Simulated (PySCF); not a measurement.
**C2H7NO2Si: NMR shifts at several levels of theory**

How much do the NMR shifts of C2H7NO2Si (`CO[SiH2]NC=O`) depend on the level of theory, and what does each level cost?

Programs: PySCF 2.14.0, with density-fitted response routines of our own. Each step states its level of theory. These are calculated values for one molecule in the gas phase, unless marked as measured. Atoms count from 0, in the outputs and in this text.

**1. The molecule as given**

13 atoms, charge 0, multiplicity 1; geometry from: GFN2-xTB. The atoms were then displaced at random by about 0.01 Å, so the start is not that level's minimum.

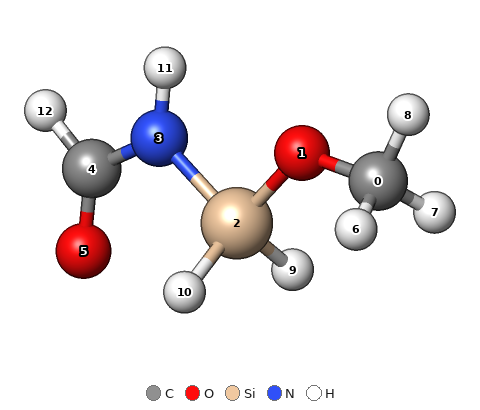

As it starts; carbon grey, oxygen red, silicon light orange, nitrogen blue, hydrogen white, atoms numbered.

**2. Geometry optimisation at PBE0-D3(BJ)/def2-SVP**

Job settings and geometry (Å):

```
{"job": {"xc": "PBE0", "basis": "def2-SVP", "d3": "d3bj", "grid": 1, "shake": 0.01, "kind": "geom"}, "charge": 0, "multiplicity": 1}
C     -2.048560     0.019450     1.697820
O     -1.096270     0.356980     0.750160
Si     0.274260    -0.443110     0.479080
N      0.945080     0.569910    -0.800680
C      2.093790     0.221050    -1.328660
O      2.723090    -0.721590    -0.937250
H     -2.464640    -0.953950     1.510730
H     -1.640780     0.074370     2.698980
H     -2.871180     0.786170     1.631700
H      1.182350    -0.399610     1.653390
H      0.051040    -1.800720     0.012510
H      0.431390     1.375380    -1.146300
H      2.426250     0.898770    -2.139120
```

On the command line:

```
OMP_NUM_THREADS=1 python probes_run.py task.json out
```

One launch serves the whole session: the jobs run in the order shown.

The program printed:

```text
step   0  E = -574.43243581  max force = 0.042515
step   1  E = -574.43920170  max force = 0.007008
step   2  E = -574.43946387  max force = 0.002972
step   3  E = -574.43947739  max force = 0.002695
step   4  E = -574.43948872  max force = 0.003123
step   5  E = -574.43951295  max force = 0.001120
step   6  E = -574.43951492  max force = 0.000539
step   7  E = -574.43951501  max force = 0.000421
optimisation converged
```

It took 28 s on 1 thread of AMD EPYC 9R45, shared host; peak memory 0.52 GiB.

The steps of the relaxation:

```
step  energy from step 0 (eV)  largest force component (eV/Å)
   0                   0.0000                          2.1862
   1                  -0.1841                          0.3604
   2                  -0.1912                          0.1528
   3                  -0.1916                          0.1386
   4                  -0.1919                          0.1606
   5                  -0.1926                          0.0576
   6                  -0.1926                          0.0277
   7                  -0.1926                          0.0216
```

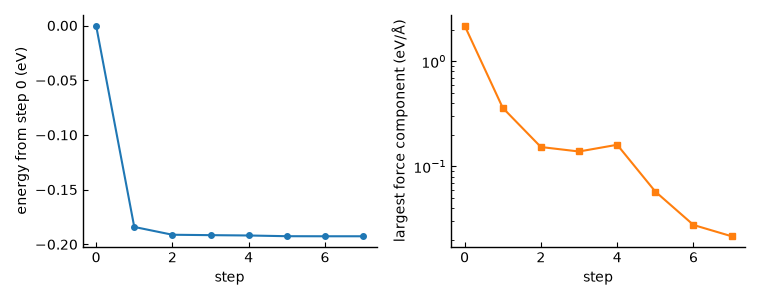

Energy and largest force along the relaxation.

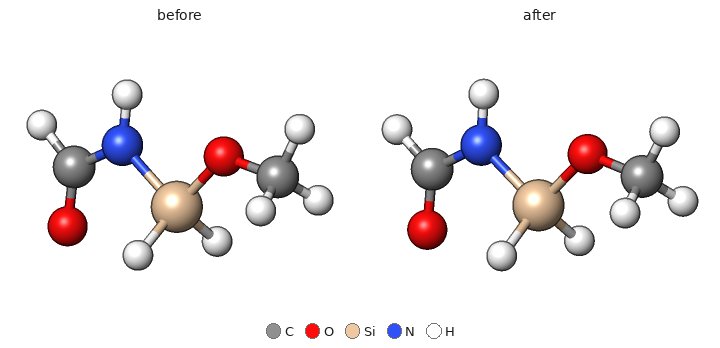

Before and after, at one scale.

Distances of close pairs at the start and the end, largest changes first:

```csv
bond,before (Å),after (Å),change (Å)
O1–Si2,1.610,1.662,+0.052
N3–C4,1.311,1.356,+0.045
Si2–H10,1.453,1.490,+0.037
C0–H6,1.075,1.106,+0.031
C0–H8,1.126,1.100,-0.026
C0–H7,1.082,1.106,+0.023
C0–O1,1.385,1.399,+0.014
C4–O5,1.199,1.213,+0.014
```

The final coordinates are the input of the step that follows.

```csv
at the end point,value
point group (found at 0.08 Å tolerance),Cs
"rotational constants (GHz, main isotopes)","11.553, 1.334, 1.222"
dipole moment (D),3.22
```

**3. Shielding tensors: HF/pcSseg-1**

Job settings and geometry (Å):

```
{"job": {"kind": "nmr", "xc": "HF", "basis": "pcSseg-1", "pop": false}, "charge": 0, "multiplicity": 1}
C     -2.407355    -0.111623     1.914466
O     -1.469292     0.253721     0.942768
Si    -0.053442    -0.563455     0.643480
N      0.605225     0.394912    -0.684825
C      1.798988     0.010574    -1.200513
O      2.402384    -0.951702    -0.775274
H     -2.807198    -1.129089     1.745958
H     -1.984306    -0.075480     2.935587
H     -3.252097     0.592462     1.874105
H      0.841905    -0.535546     1.833098
H     -0.327642    -1.965082     0.220193
H      0.129301     1.205655    -1.065851
H      2.179521     0.641281    -2.038429
```

Level: GIAO HF/pcSseg-1 NMR shielding, non-relativistic, gas phase.

The program printed:

```text
final grid: 105360 points
cycle   1  E = -572.7503539345  dE =  9.703e-01  |g| = 8.861e-01  |ddm| = 3.053e+00
cycle   2  E = -572.8551873612  dE = -1.048e-01  |g| = 6.542e-01  |ddm| = 9.247e-01
cycle   3  E = -572.9293287262  dE = -7.414e-02  |g| = 7.954e-02  |ddm| = 4.030e-01
cycle   4  E = -572.9313954155  dE = -2.067e-03  |g| = 3.342e-02  |ddm| = 9.063e-02
cycle   5  E = -572.9317056844  dE = -3.103e-04  |g| = 8.971e-03  |ddm| = 3.595e-02
cycle   6  E = -572.9317603994  dE = -5.471e-05  |g| = 4.699e-03  |ddm| = 1.638e-02
cycle   7  E = -572.9317765555  dE = -1.616e-05  |g| = 1.788e-03  |ddm| = 1.081e-02
cycle   8  E = -572.9317786677  dE = -2.112e-06  |g| = 5.463e-04  |ddm| = 4.000e-03
cycle   9  E = -572.9317788086  dE = -1.409e-07  |g| = 1.480e-04  |ddm| = 8.721e-04
cycle  10  E = -572.9317788200  dE = -1.144e-08  |g| = 5.456e-05  |ddm| = 2.117e-04
cycle  11  E = -572.9317788213  dE = -1.276e-09  |g| = 1.490e-05  |ddm| = 6.916e-05
cycle  12  E = -572.9317788214  dE = -1.271e-10  |g| = 4.331e-06  |ddm| = 2.363e-05
converged SCF energy = -572.9317788214

GIAO shielding tensors (ppm)
atom      isotropic    diamagn.    paramagn.     s11        s22        s33       span
  0 C      143.544     235.366     -91.822    120.283    122.204    188.144     67.861
  1 O      355.359     403.518     -48.159    319.072    365.033    381.972     62.900
  2 Si     422.987     877.496    -454.509    390.205    425.983    452.772     62.567
  3 N      155.617     331.545    -175.928     49.831    162.451    254.569    204.738
  4 C       16.564     242.313    -225.749    -84.323     25.151    108.863    193.185
  5 O      -99.410     400.965    -500.375   -379.898   -246.510    328.178    708.076
  6 H       28.313      27.106       1.206     24.112     26.153     34.674     10.562
  7 H       28.305      26.985       1.320     24.093     26.118     34.704     10.611
  8 H       27.970      26.744       1.226     23.486     25.785     34.638     11.151
  9 H       27.075      30.834      -3.759     23.783     25.822     31.620      7.836
 10 H       27.079      30.960      -3.881     23.812     25.827     31.598      7.786
 11 H       27.438      34.545      -7.106     22.619     26.897     32.799     10.180
 12 H       23.722      25.666      -1.944     20.365     23.661     27.142      6.777
```

It took 3.9 s on 1 thread of AMD EPYC 9R45, shared host; peak memory 0.77 GiB.

Shifts follow as δ = σ(reference) − σ, with reference shieldings (ppm) from runs at the same level and on the same kind of geometry: 1H TMS 31.69, 13C TMS 190.8, 29Si TMS 393.4, 15N NH3 265.7, 17O H2O 333.3. The references are single molecules in the gas phase, so shifts against H2O, NH3, PH3, H3PO4 or CFCl3 are not on the usual liquid scales and can be off by tens of ppm. Atoms listed in one row are averaged.

```
     atoms                              environment  σ (ppm)  δ (ppm)
        C4                    amide carbonyl carbon     16.6    174.3
        C0                methyl carbon bonded to O    143.5     47.3
       H12     hydrogen on an amide carbonyl carbon    23.72     7.96
   H9, H10     hydrogen on a silicon bonded to N, O    27.08     4.61
       H11       hydrogen on an amide-type nitrogen    27.44     4.25
H6, H7, H8  hydrogen on a methyl carbon bonded to O    28.20     3.49
        O5               amide-type carbonyl oxygen    -99.4    432.7
        O1                   oxygen bonded to C, Si    355.4    -22.0
       Si2              silicon bonded to N, O, 2 H    423.0    -29.6
        N3                      amide-type nitrogen    155.6    110.1
```

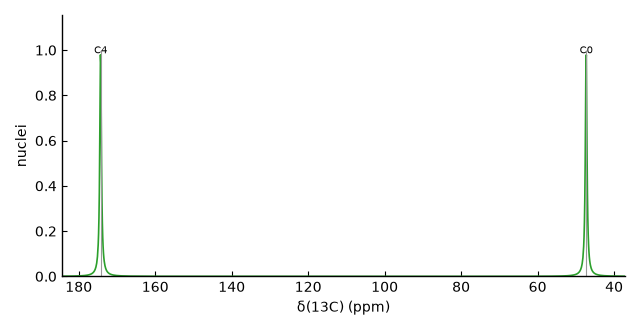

13C lines at the computed shifts, without couplings. Lines are broadened to a width of 0.51 ppm (Lorentzian).

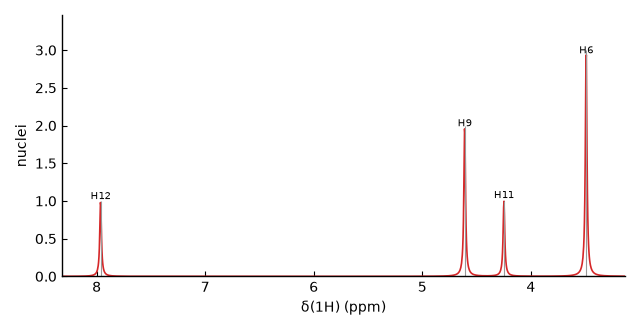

1H lines at the computed shifts, without couplings. Lines are broadened to a width of 0.02 ppm (Lorentzian).

**4. NMR shieldings: LDA/pcSseg-1**

Settings changed since step 3:

```diff
@@ -1,2 +1,2 @@
-{"job": {"kind": "nmr", "xc": "HF", "basis": "pcSseg-1", "pop": false}, "charge": 0, "multiplicity": 1}
+{"job": {"kind": "nmr", "xc": "LDA", "basis": "pcSseg-1", "pop": false}, "charge": 0, "multiplicity": 1}
 C     -2.407355    -0.111623     1.914466
```

Level: GIAO LDA/pcSseg-1 NMR shielding, non-relativistic, gas phase.

The program printed:

```text
coarse grid: 11376 points
cycle   1  E = -571.4370028044  dE =  7.475e-01  |g| = 1.126e+00  |ddm| = 3.185e+00
cycle   2  E = -569.5742803710  dE =  1.863e+00  |g| = 3.047e+00  |ddm| = 4.433e+00
cycle   3  E = -571.5917800738  dE = -2.017e+00  |g| = 6.167e-01  |ddm| = 3.984e+00
cycle   4  E = -571.6606389499  dE = -6.886e-02  |g| = 2.669e-01  |ddm| = 6.190e-01
cycle   5  E = -571.6737969528  dE = -1.316e-02  |g| = 5.950e-02  |ddm| = 2.078e-01
cycle   6  E = -571.6743605170  dE = -5.636e-04  |g| = 2.893e-02  |ddm| = 5.431e-02
cycle   7  E = -571.6745241878  dE = -1.637e-04  |g| = 7.312e-03  |ddm| = 2.207e-02
cycle   8  E = -571.6745342220  dE = -1.003e-05  |g| = 2.879e-03  |ddm| = 6.258e-03
cycle   9  E = -571.6745358620  dE = -1.640e-06  |g| = 3.688e-04  |ddm| = 2.221e-03
final grid: 105360 points
cycle  10  E = -571.7369413945  dE = -2.397e-05  |g| = 3.500e-03  |ddm| = 1.291e-02
cycle  11  E = -571.7369360819  dE =  5.313e-06  |g| = 6.170e-03  |ddm| = 6.735e-03
cycle  12  E = -571.7369438790  dE = -7.797e-06  |g| = 1.057e-03  |ddm| = 4.294e-03
cycle  13  E = -571.7369440851  dE = -2.062e-07  |g| = 5.039e-04  |ddm| = 1.093e-03
cycle  14  E = -571.7369441249  dE = -3.980e-08  |g| = 1.809e-04  |ddm| = 4.036e-04
cycle  15  E = -571.7369441314  dE = -6.412e-09  |g| = 3.308e-05  |ddm| = 1.407e-04
cycle  16  E = -571.7369441316  dE = -2.191e-10  |g| = 1.075e-05  |ddm| = 3.436e-05
converged SCF energy = -571.7369441316

GIAO shielding tensors (ppm)
atom      isotropic    diamagn.    paramagn.     s11        s22        s33       span
  0 C      125.754     240.393    -114.639     94.848     98.369    184.046     89.198
  1 O      328.846     400.879     -72.033    271.745    346.816    367.978     96.232
  2 Si     331.174     882.753    -551.579    293.854    310.695    388.974     95.120
  3 N      123.045     328.453    -205.409     17.083    123.213    228.838    211.755
  4 C       12.184     245.245    -233.061    -73.292     24.022     85.821    159.113
  5 O     -137.754     401.778    -539.532   -423.130   -249.302    259.171    682.301
  6 H       27.049      26.877       0.173     23.301     24.567     33.279      9.978
  7 H       27.040      26.711       0.329     23.264     24.552     33.304     10.041
  8 H       26.822      26.510       0.313     22.656     24.721     33.090     10.434
  9 H       25.013      29.894      -4.881     22.118     23.561     29.361      7.243
 10 H       25.021      30.026      -5.005     22.170     23.555     29.337      7.167
 11 H       26.581      33.778      -7.197     22.953     26.477     30.312      7.359
 12 H       22.618      25.478      -2.860     18.937     21.841     27.076      8.139
```

Run time: 11 s. Hardware: 1 thread of AMD EPYC 9R45, shared host; peak memory 0.79 GiB.

This run: δ C4 168.5, C0 55.0, O5 480.5, O1 13.9, H12 8.21, H9 5.81 ppm (means over like atoms).

**5. Nuclear shieldings: PBE/pcSseg-1**

Settings changed since step 4:

```diff
@@ -1,2 +1,2 @@
-{"job": {"kind": "nmr", "xc": "LDA", "basis": "pcSseg-1", "pop": false}, "charge": 0, "multiplicity": 1}
+{"job": {"kind": "nmr", "xc": "PBE", "basis": "pcSseg-1", "pop": false}, "charge": 0, "multiplicity": 1}
 C     -2.407355    -0.111623     1.914466
```

Method: GIAO PBE/pcSseg-1 NMR shielding, non-relativistic, gas phase.

The program printed:

```text
coarse grid: 11376 points
cycle   1  E = -574.3587187440  dE =  7.535e-01  |g| = 1.124e+00  |ddm| = 3.186e+00
cycle   2  E = -572.5181870215  dE =  1.841e+00  |g| = 3.019e+00  |ddm| = 4.451e+00
cycle   3  E = -574.5113831439  dE = -1.993e+00  |g| = 6.225e-01  |ddm| = 4.018e+00
cycle   4  E = -574.5828984630  dE = -7.152e-02  |g| = 2.568e-01  |ddm| = 6.184e-01
cycle   5  E = -574.5952791829  dE = -1.238e-02  |g| = 5.430e-02  |ddm| = 2.029e-01
cycle   6  E = -574.5957644343  dE = -4.853e-04  |g| = 2.590e-02  |ddm| = 5.076e-02
cycle   7  E = -574.5959028745  dE = -1.384e-04  |g| = 6.250e-03  |ddm| = 2.056e-02
cycle   8  E = -574.5959098686  dE = -6.994e-06  |g| = 2.797e-03  |ddm| = 5.491e-03
final grid: 105360 points
cycle   9  E = -574.6660238145  dE =  5.484e-05  |g| = 2.476e-02  |ddm| = 2.405e-02
cycle  10  E = -574.6652252837  dE =  7.985e-04  |g| = 6.892e-02  |ddm| = 5.628e-02
cycle  11  E = -574.6661209628  dE = -8.957e-04  |g| = 9.071e-03  |ddm| = 4.757e-02
cycle  12  E = -574.6661382383  dE = -1.728e-05  |g| = 1.233e-03  |ddm| = 6.472e-03
cycle  13  E = -574.6661385088  dE = -2.705e-07  |g| = 4.229e-04  |ddm| = 1.283e-03
cycle  14  E = -574.6661385477  dE = -3.888e-08  |g| = 6.047e-05  |ddm| = 3.900e-04
cycle  15  E = -574.6661385484  dE = -6.895e-10  |g| = 2.434e-05  |ddm| = 7.057e-05
converged SCF energy = -574.6661385484

GIAO shielding tensors (ppm)
atom      isotropic    diamagn.    paramagn.     s11        s22        s33       span
  0 C      125.511     239.109    -113.599     96.496     99.377    180.659     84.162
  1 O      321.658     401.229     -79.571    272.258    336.512    356.204     83.946
  2 Si     355.097     882.320    -527.223    322.699    335.471    407.120     84.421
  3 N      128.131     328.123    -199.991     27.588    128.126    228.680    201.091
  4 C       17.712     245.138    -227.426    -68.370     34.679     86.827    155.197
  5 O     -124.697     401.807    -526.504   -394.180   -237.175    257.266    651.446
  6 H       27.463      27.174       0.290     23.779     25.027     33.584      9.805
  7 H       27.455      26.995       0.460     23.744     25.012     33.609      9.864
  8 H       27.293      26.814       0.479     23.227     25.216     33.437     10.210
  9 H       25.641      30.483      -4.842     22.736     24.193     29.995      7.259
 10 H       25.649      30.626      -4.977     22.786     24.189     29.973      7.187
 11 H       27.083      34.369      -7.286     23.385     27.006     30.856      7.471
 12 H       22.999      25.899      -2.900     19.451     22.199     27.348      7.898
```

It took 13 s on 1 thread of AMD EPYC 9R45, shared host; peak memory 0.77 GiB.

In short: δ C4 162.3, C0 54.5, O5 459.3, O1 13.0, H12 8.20, H9 5.55 ppm (means over like atoms).

**6. Shielding tensors: BLYP/pcSseg-1**

Settings changed since step 5:

```diff
@@ -1,2 +1,2 @@
-{"job": {"kind": "nmr", "xc": "PBE", "basis": "pcSseg-1", "pop": false}, "charge": 0, "multiplicity": 1}
+{"job": {"kind": "nmr", "xc": "BLYP", "basis": "pcSseg-1", "pop": false}, "charge": 0, "multiplicity": 1}
 C     -2.407355    -0.111623     1.914466
```

With the program's defaults for keys left out, this is: GIAO BLYP/pcSseg-1 NMR shielding, non-relativistic, gas phase.

The program printed:

```text
coarse grid: 11376 points
cycle   1  E = -574.7202404983  dE =  7.735e-01  |g| = 1.217e+00  |ddm| = 3.192e+00
cycle   2  E = -572.5351743171  dE =  2.185e+00  |g| = 3.249e+00  |ddm| = 5.129e+00
cycle   3  E = -574.8881919492  dE = -2.353e+00  |g| = 6.886e-01  |ddm| = 4.725e+00
cycle   4  E = -574.9741282796  dE = -8.594e-02  |g| = 3.018e-01  |ddm| = 6.860e-01
cycle   5  E = -574.9911650106  dE = -1.704e-02  |g| = 5.919e-02  |ddm| = 2.356e-01
cycle   6  E = -574.9917091149  dE = -5.441e-04  |g| = 3.122e-02  |ddm| = 5.775e-02
cycle   7  E = -574.9919067786  dE = -1.977e-04  |g| = 7.341e-03  |ddm| = 2.465e-02
cycle   8  E = -574.9919159179  dE = -9.139e-06  |g| = 3.362e-03  |ddm| = 6.751e-03
cycle   9  E = -574.9919181722  dE = -2.254e-06  |g| = 3.785e-04  |ddm| = 2.469e-03
final grid: 105360 points
cycle  10  E = -575.0671117841  dE = -1.611e-05  |g| = 1.037e-02  |ddm| = 1.687e-02
cycle  11  E = -575.0670111002  dE =  1.007e-04  |g| = 2.493e-02  |ddm| = 2.096e-02
cycle  12  E = -575.0671269159  dE = -1.158e-04  |g| = 5.296e-03  |ddm| = 1.774e-02
cycle  13  E = -575.0671325348  dE = -5.619e-06  |g| = 7.921e-04  |ddm| = 3.937e-03
cycle  14  E = -575.0671326389  dE = -1.041e-07  |g| = 2.941e-04  |ddm| = 8.232e-04
cycle  15  E = -575.0671326570  dE = -1.809e-08  |g| = 5.545e-05  |ddm| = 2.684e-04
cycle  16  E = -575.0671326576  dE = -6.003e-10  |g| = 1.533e-05  |ddm| = 5.580e-05
converged SCF energy = -575.0671326576

GIAO shielding tensors (ppm)
atom      isotropic    diamagn.    paramagn.     s11        s22        s33       span
  0 C      120.250     237.758    -117.509     91.143     93.981    175.626     84.483
  1 O      316.176     402.059     -85.883    267.593    330.645    350.290     82.697
  2 Si     351.279     881.888    -530.610    318.869    333.007    401.960     83.090
  3 N      123.410     327.718    -204.307     21.718    122.930    225.582    203.864
  4 C       12.359     244.627    -232.268    -75.716     31.282     81.511    157.227
  5 O     -129.057     402.881    -531.938   -397.960   -242.018    252.808    650.768
  6 H       27.602      27.300       0.302     24.009     25.181     33.616      9.608
  7 H       27.594      27.110       0.484     23.973     25.167     33.642      9.669
  8 H       27.439      26.916       0.523     23.449     25.415     33.452     10.002
  9 H       25.956      30.814      -4.859     23.074     24.481     30.312      7.237
 10 H       25.964      30.964      -5.000     23.125     24.476     30.290      7.165
 11 H       27.316      34.467      -7.151     23.743     27.331     30.873      7.130
 12 H       23.163      26.194      -3.031     19.609     22.408     27.471      7.862
```

Run time: 13 s. Hardware: 1 thread of AMD EPYC 9R45, shared host; peak memory 0.77 GiB.

Key values: δ C4 163.0, C0 55.1, O5 462.7, O1 17.5, H12 8.20, H9 5.40 ppm (means over like atoms).

**7. Nuclear shieldings: BP86/pcSseg-1**

Settings changed since step 6:

```diff
@@ -1,2 +1,2 @@
-{"job": {"kind": "nmr", "xc": "BLYP", "basis": "pcSseg-1", "pop": false}, "charge": 0, "multiplicity": 1}
+{"job": {"kind": "nmr", "xc": "BP86", "basis": "pcSseg-1", "pop": false}, "charge": 0, "multiplicity": 1}
 C     -2.407355    -0.111623     1.914466
```

Method: GIAO BP86/pcSseg-1 NMR shielding, non-relativistic, gas phase.

The program printed:

```text
coarse grid: 11376 points
cycle   1  E = -574.8620141501  dE =  7.562e-01  |g| = 1.136e+00  |ddm| = 3.184e+00
cycle   2  E = -573.0565995384  dE =  1.805e+00  |g| = 3.005e+00  |ddm| = 4.218e+00
cycle   3  E = -575.0218461132  dE = -1.965e+00  |g| = 6.089e-01  |ddm| = 3.789e+00
cycle   4  E = -575.0894559924  dE = -6.761e-02  |g| = 2.607e-01  |ddm| = 6.040e-01
cycle   5  E = -575.1022555769  dE = -1.280e-02  |g| = 5.262e-02  |ddm| = 2.022e-01
cycle   6  E = -575.1026967966  dE = -4.412e-04  |g| = 2.640e-02  |ddm| = 5.024e-02
cycle   7  E = -575.1028364288  dE = -1.396e-04  |g| = 6.482e-03  |ddm| = 2.073e-02
cycle   8  E = -575.1028442288  dE = -7.800e-06  |g| = 2.636e-03  |ddm| = 5.628e-03
final grid: 105360 points
cycle   9  E = -575.1765942920  dE = -5.838e-06  |g| = 1.364e-02  |ddm| = 1.899e-02
cycle  10  E = -575.1763577434  dE =  2.365e-04  |g| = 3.768e-02  |ddm| = 3.072e-02
cycle  11  E = -575.1766229581  dE = -2.652e-04  |g| = 4.720e-03  |ddm| = 2.589e-02
cycle  12  E = -575.1766277066  dE = -4.749e-06  |g| = 7.401e-04  |ddm| = 3.346e-03
cycle  13  E = -575.1766277927  dE = -8.604e-08  |g| = 3.261e-04  |ddm| = 7.923e-04
cycle  14  E = -575.1766278153  dE = -2.264e-08  |g| = 3.565e-05  |ddm| = 2.867e-04
cycle  15  E = -575.1766278155  dE = -1.560e-10  |g| = 2.119e-05  |ddm| = 3.834e-05
converged SCF energy = -575.1766278155

GIAO shielding tensors (ppm)
atom      isotropic    diamagn.    paramagn.     s11        s22        s33       span
  0 C      124.897     239.364    -114.467     96.087     98.998    179.605     83.518
  1 O      322.379     401.400     -79.021    273.787    336.931    356.418     82.631
  2 Si     354.992     882.276    -527.284    322.893    336.113    405.969     83.075
  3 N      127.881     328.501    -200.620     26.991    128.762    227.890    200.899
  4 C       17.181     245.176    -227.995    -68.711     33.694     86.560    155.271
  5 O     -120.661     401.845    -522.506   -388.284   -234.763    261.064    649.348
  6 H       27.529      27.243       0.287     23.826     25.104     33.659      9.833
  7 H       27.522      27.062       0.459     23.793     25.088     33.684      9.890
  8 H       27.362      26.835       0.527     23.308     25.265     33.512     10.205
  9 H       25.741      30.574      -4.832     22.803     24.323     30.097      7.294
 10 H       25.749      30.717      -4.968     22.853     24.318     30.075      7.222
 11 H       27.140      34.372      -7.232     23.425     27.099     30.894      7.469
 12 H       23.069      25.952      -2.883     19.553     22.255     27.400      7.848
```

It took 13 s on 1 thread of AMD EPYC 9R45, shared host; peak memory 0.77 GiB.

Key values: δ C4 162.6, C0 54.8, O5 453.2, O1 10.2, H12 8.20, H9 5.52 ppm (means over like atoms).

[end of part 1 of 2]
